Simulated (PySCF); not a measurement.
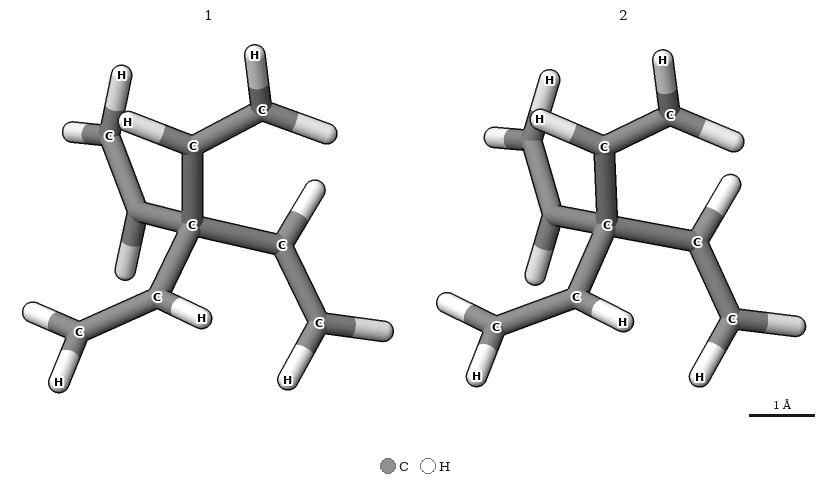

Two geometries of C9H12, drawn at one scale. One is the start of a relaxation, the other its converged end. A stick model, seen at a tilt.

All numbers below come from PySCF 2.14.0, density-fitted response routines, PBE0-D3(BJ)/def2-SVP geometry optimisation, gas phase. 

> Which geometry has the lower energy?

Structure 1 is the relaxed one. The start comes from GFN2-xTB. An H atom moves most after the best rigid fit: 0.28 Å. Largest moves by element: H 0.28 Å, C 0.16 Å. Among the contacts that change: C–H 1.077 → 1.094 Å, C–C 1.320 → 1.333 Å, C–C 1.511 → 1.516 Å. The energy falls by 0.113 eV in 7 geometry steps. The largest force component goes from 0.62 to 0.014 eV/Å.
